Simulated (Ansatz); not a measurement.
**Nudged elastic band, with input and output: TiSiNH8ClO3 (part 2 of 2)**

Continued. System: TiSiNH8ClO3. Method: RKS PBE/def2-SVP (Ansatz 0.2.0). It belongs to a series of runs on one base structure; here: band between the two ends.

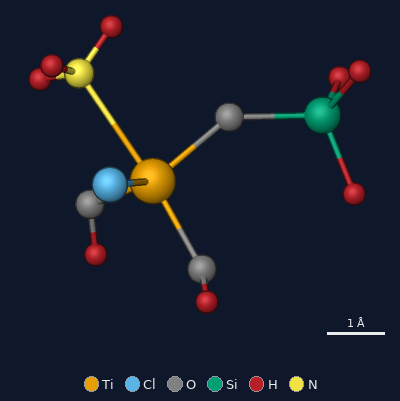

Fig. 1: The starting structure (ball-and-stick view, seen on its broad side). Sticks mark near contacts.

### The last band as extended XYZ, continued
```
15
Properties=species:S:1:pos:R:3:forces:R:3 image=6 energy=-51245.68418
Ti    0.1494    0.4281   -0.3475   -0.0325  -0.0520   0.0755
Cl    0.7877   -1.1168    2.1031    0.0955   0.0236  -0.1243
O     1.6459   -0.2604   -1.0560    0.0072  -0.0478   0.0307
Si    2.6843   -1.6019   -0.9800   -0.0078   0.0067   0.0094
H     1.9074   -2.8527   -1.2740    0.0057  -0.0235   0.0174
H     3.7327   -1.4109   -2.0435   -0.0224  -0.0062  -0.0141
H     3.3424   -1.6738    0.3627    0.0405  -0.0031  -0.0027
O    -0.5425    1.5875   -1.5359    0.0593  -0.0036   0.0609
H    -1.4792    1.6803   -1.7925    0.0429  -0.0203   0.0588
O    -1.1854   -0.6319    0.1043   -0.0615  -0.0267  -0.0536
H    -0.7689   -1.1157    0.9104   -0.1145  -0.0458  -0.0840
N     0.7357    1.7294    1.2693   -0.0190   0.0458   0.0223
H     1.6613    2.1649    1.1560   -0.0092   0.0382  -0.0113
H     0.0716    2.4469    1.5865   -0.0050   0.0494  -0.0089
H     0.8157    0.9503    1.9856    0.0207   0.0653   0.0238
15
Properties=species:S:1:pos:R:3:forces:R:3 image=7 energy=-51245.61412
Ti    0.1397    0.5766   -0.5705    0.0193   0.0033  -0.0065
Cl    0.4966   -1.1917    2.5092    0.0157  -0.0066   0.0113
O     1.6705   -0.2028   -1.1353    0.0073   0.0051  -0.0023
Si    2.6610   -1.5684   -1.0104   -0.0089   0.0013   0.0017
H     1.8745   -2.8011   -1.3581    0.0009  -0.0012   0.0085
H     3.7960   -1.4163   -1.9861   -0.0027  -0.0027  -0.0057
H     3.2123   -1.6763    0.3817    0.0068   0.0058  -0.0008
O    -0.6753    1.6672   -1.7605    0.0027  -0.0129   0.0121
H    -1.6286    1.6977   -1.9599    0.0018   0.0040  -0.0034
O    -0.8983   -0.5083    0.2306   -0.0310  -0.0074   0.0049
H    -0.4366   -0.9631    1.2117   -0.0076   0.0111  -0.0261
N     0.7604    1.6017    1.2127   -0.0126  -0.0116   0.0283
H     1.6992    2.0245    1.1954    0.0006  -0.0047   0.0005
H     0.1079    2.3040    1.5891    0.0009   0.0022  -0.0070
H     0.7787    0.7796    1.8990    0.0067   0.0144  -0.0154
15
Properties=species:S:1:pos:R:3:forces:R:3 image=8 energy=-51245.60801
Ti    0.1584    0.5411   -0.5564    0.0194  -0.0143  -0.0045
Cl    0.4329   -1.0421    2.7045   -0.0025   0.0238  -0.0219
O     1.6838   -0.2221   -1.1767   -0.0196  -0.0067   0.0101
Si    2.6503   -1.6051   -1.0912    0.0162   0.0066   0.0267
H     1.9732   -2.7468   -1.7983    0.0023   0.0075  -0.0084
H     3.9632   -1.3135   -1.7660   -0.0085  -0.0035  -0.0112
H     2.8991   -1.9682    0.3463   -0.0126   0.0015  -0.0018
O    -0.7298    1.5832   -1.7363   -0.0280   0.0131  -0.0156
H    -1.6907    1.5901   -1.8991    0.0190  -0.0014   0.0042
O    -0.8285   -0.5356    0.3063    0.0114  -0.0070   0.0159
H    -0.3974   -0.9130    1.3675   -0.0018  -0.0024  -0.0140
N     0.7872    1.6458    1.1803   -0.0012  -0.0225  -0.0020
H     1.7373    2.0419    1.1542    0.0031  -0.0031  -0.0025
H     0.1484    2.3907    1.4924   -0.0062   0.0042   0.0058
H     0.7705    0.8770    1.9212    0.0091   0.0042   0.0191
```

The run was set up as follows.

### Input
```yaml
crystal:
  periodic: [false, false, false]
  atoms:
    - { symbol: Ti, position_ang: [0.104278, 0.099523, 0.248493] }
    - { symbol: Cl, position_ang: [-0.524594, -0.262717, 2.438101] }
    - { symbol: O, position_ang: [1.802568, -0.30573, -0.290477] }
    - { symbol: Si, position_ang: [2.686123, -1.508826, -1.058269] }
    - { symbol: H, position_ang: [1.767255, -2.539134, -1.660344] }
    - { symbol: H, position_ang: [3.530081, -0.898706, -2.146844] }
    - { symbol: H, position_ang: [3.596871, -2.184207, -0.066542] }
    - { symbol: O, position_ang: [-0.690588, 1.413892, -0.736663] }
    - { symbol: H, position_ang: [-1.377078, 1.116424, -1.363482] }
    - { symbol: O, position_ang: [-0.817039, -1.33097, -0.342578] }
    - { symbol: H, position_ang: [-1.343611, -1.98087, 0.154342] }
    - { symbol: "N", position_ang: [1.096268, 1.957629, 1.21679] }
    - { symbol: H, position_ang: [2.115198, 1.938709, 1.084528] }
    - { symbol: H, position_ang: [0.721184, 2.793064, 0.749031] }
    - { symbol: H, position_ang: [0.891086, 2.01522, 2.222515] }
basis:
  gaussian: { orbitals: def2-SVP }
hamiltonian:
  xc: pbe
neb:
  order_check: false
  images: 7
  f_tol: 0.05
  max_iterations: 60
  final_atoms:
    - { symbol: Ti, position_ang: [0.15835619, 0.54108188, -0.55638173] }
    - { symbol: Cl, position_ang: [0.43293321, -1.04212455, 2.70452287] }
    - { symbol: O, position_ang: [1.68383252, -0.22209432, -1.1767113] }
    - { symbol: Si, position_ang: [2.65027327, -1.60508307, -1.09122928] }
    - { symbol: H, position_ang: [1.97321787, -2.74682808, -1.79829748] }
    - { symbol: H, position_ang: [3.96319664, -1.31348624, -1.76596529] }
    - { symbol: H, position_ang: [2.89909162, -1.96818793, 0.34629773] }
    - { symbol: O, position_ang: [-0.72975554, 1.58315434, -1.7363323] }
    - { symbol: H, position_ang: [-1.69070052, 1.59011071, -1.89908469] }
    - { symbol: O, position_ang: [-0.82847383, -0.53564304, 0.30627254] }
    - { symbol: H, position_ang: [-0.39741188, -0.91300588, 1.36751746] }
    - { symbol: "N", position_ang: [0.7872239, 1.64580201, 1.18029325] }
    - { symbol: H, position_ang: [1.73731471, 2.04194737, 1.15415286] }
    - { symbol: H, position_ang: [0.14844127, 2.39065115, 1.49237714] }
    - { symbol: H, position_ang: [0.77046256, 0.87700666, 1.92116922] }
  initial_path:
    images:
      - { positions_ang: [[0.104278, 0.099523, 0.248493], [-0.524594, -0.262717, 2.438101], [1.802568, -0.30573, -0.290477], [2.686123, -1.508826, -1.058269], [1.767255, -2.539134, -1.660344], [3.530081, -0.898706, -2.146844], [3.596871, -2.184207, -0.066542], [-0.690588, 1.413892, -0.736663], [-1.377078, 1.116424, -1.363482], [-0.817039, -1.33097, -0.342578], [-1.343611, -1.98087, 0.154342], [1.096268, 1.957629, 1.21679], [2.115198, 1.938709, 1.084528], [0.721184, 2.793064, 0.749031], [0.891086, 2.01522, 2.222515]] }
      - { positions_ang: [[0.07825054, 0.07493679, 0.18501637], [-0.39750291, -0.19556973, 2.507209], [1.80557306, -0.22989462, -0.37632807], [2.69483149, -1.47671519, -1.03201311], [1.79870366, -2.49343965, -1.65917453], [3.61447983, -0.93087516, -2.05642246], [3.4954544, -2.12727296, 0.02589559], [-0.74246905, 1.4524193, -0.71573362], [-1.496526, 1.1718733, -1.24276683], [-0.83838114, -1.3895753, -0.41882449], [-1.34830668, -1.99293714, 0.1464761], [1.13118017, 1.93504028, 1.09835018], [2.10855851, 1.8857215, 1.1526025], [0.7754423, 2.80629991, 0.67810864], [0.87871383, 1.83328967, 2.15620573]] }
      - { positions_ang: [[0.05222308, 0.05035058, 0.12153975], [-0.27041182, -0.12842246, 2.57631701], [1.80857812, -0.15405923, -0.46217915], [2.70353998, -1.44460438, -1.00575721], [1.83015232, -2.44774529, -1.65800506], [3.69887866, -0.96304432, -1.96600092], [3.3940378, -2.07033893, 0.11833318], [-0.7943501, 1.49094661, -0.69480424], [-1.61597399, 1.22732259, -1.12205167], [-0.85972327, -1.44818061, -0.49507098], [-1.35300237, -2.00500428, 0.1386102], [1.16609233, 1.91245155, 0.97991036], [2.10191901, 1.832734, 1.220677], [0.82970061, 2.81953582, 0.60718627], [0.86634165, 1.65135934, 2.08989646]] }
      - { positions_ang: [[0.02619562, 0.02576438, 0.05806312], [-0.14332073, -0.06127519, 2.64542501], [1.81158318, -0.07822385, -0.54803022], [2.71224846, -1.41249357, -0.97950132], [1.86160098, -2.40205094, -1.65683559], [3.78327749, -0.99521348, -1.87557938], [3.29262119, -2.01340489, 0.21077077], [-0.84623115, 1.52947391, -0.67387486], [-1.73542199, 1.28277189, -1.0013365], [-0.88106541, -1.50678591, -0.57131747], [-1.35769805, -2.01707142, 0.1307443], [1.2010045, 1.88986283, 0.86147054], [2.09527952, 1.77974651, 1.2887515], [0.88395891, 2.83277173, 0.53626391], [0.85396948, 1.46942901, 2.02358719]] }
      - { positions_ang: [[0.00016816, 0.00117817, -0.0054135], [-0.01622964, 0.00587208, 2.71453302], [1.81458824, -0.00238846, -0.63388129], [2.72095695, -1.38038276, -0.95324543], [1.89304964, -2.35635659, -1.65566612], [3.86767633, -1.02738264, -1.78515785], [3.19120459, -1.95647086, 0.30320837], [-0.8981122, 1.56800122, -0.65294548], [-1.85486999, 1.33822119, -0.88062133], [-0.90240754, -1.56539121, -0.64756397], [-1.36239374, -2.02913857, 0.1228784], [1.23591666, 1.86727411, 0.74303072], [2.08864003, 1.72675901, 1.356826], [0.93821721, 2.84600764, 0.46534155], [0.84159731, 1.28749868, 1.95727792]] }
      - { positions_ang: [[0.03971517, 0.1361541, -0.14315556], [0.09606108, -0.25612708, 2.71203048], [1.78189931, -0.05731493, -0.76958879], [2.70328603, -1.43655784, -0.98774139], [1.91309169, -2.45397446, -1.69132396], [3.8915564, -1.09890854, -1.78035971], [3.11817635, -1.95940013, 0.31398071], [-0.85602304, 1.5717895, -0.92379218], [-1.81382762, 1.40119357, -1.13523717], [-0.88392411, -1.30795417, -0.40910484], [-1.12114827, -1.75010539, 0.43403816], [1.12374347, 1.81190608, 0.85234635], [2.0008087, 1.8055561, 1.30615772], [0.74077323, 2.73216852, 0.72210044], [0.82381362, 1.18487567, 1.94825075]] }
      - { positions_ang: [[0.07926217, 0.27113002, -0.28089762], [0.20835179, -0.51812624, 2.70952794], [1.74921038, -0.11224139, -0.90529629], [2.68561511, -1.49273291, -1.02223736], [1.93313375, -2.55159233, -1.7269818], [3.91543648, -1.17043444, -1.77556157], [3.0451481, -1.9623294, 0.32475305], [-0.81393387, 1.57557778, -1.19463889], [-1.77278526, 1.46416595, -1.38985301], [-0.86544069, -1.05051713, -0.17064571], [-0.87990281, -1.47107222, 0.74519793], [1.01157028, 1.75653806, 0.96166198], [1.91297737, 1.88435319, 1.25548943], [0.54332924, 2.61832939, 0.97885934], [0.80602993, 1.08225267, 1.93922357]] }
      - { positions_ang: [[0.11880918, 0.40610595, -0.41863968], [0.3206425, -0.78012539, 2.70702541], [1.71652145, -0.16716786, -1.0410038], [2.66794419, -1.54890799, -1.05673332], [1.95317581, -2.6492102, -1.76263964], [3.93931656, -1.24196034, -1.77076343], [2.97211986, -1.96525866, 0.33552539], [-0.7718447, 1.57936606, -1.4654856], [-1.73174289, 1.52713833, -1.64446885], [-0.84695726, -0.79308008, 0.06781342], [-0.63865734, -1.19203905, 1.05635769], [0.89939709, 1.70117004, 1.07097761], [1.82514604, 1.96315028, 1.20482115], [0.34588526, 2.50449027, 1.23561824], [0.78824625, 0.97962966, 1.9301964]] }
      - { positions_ang: [[0.15835619, 0.54108188, -0.55638173], [0.43293321, -1.04212455, 2.70452287], [1.68383252, -0.22209432, -1.1767113], [2.65027327, -1.60508307, -1.09122928], [1.97321787, -2.74682808, -1.79829748], [3.96319664, -1.31348624, -1.76596529], [2.89909162, -1.96818793, 0.34629773], [-0.72975554, 1.58315434, -1.7363323], [-1.69070052, 1.59011071, -1.89908469], [-0.82847383, -0.53564304, 0.30627254], [-0.39741188, -0.91300588, 1.36751746], [0.7872239, 1.64580201, 1.18029325], [1.73731471, 2.04194737, 1.15415286], [0.14844127, 2.39065115, 1.49237714], [0.77046256, 0.87700666, 1.92116922]] }
```

Launch command:
```bash
ansatz run input.yaml --threads 4 --pin off --max-ram 5120MiB --backend cpu --events-out ev --progress --plain --runs-dir out
```

### Results in brief

```csv
quantity,value
outcome,converged
"barrier, forward",0.670 eV
"barrier, backward",−0.006 eV
hardware,"4 threads of Arm Neoverse V2, 24 GiB of memory available, shared host"
wall time,8.7 min (CPU time 33 min)
peak memory,0.29 GiB
```

The order of the saddle point was not checked.
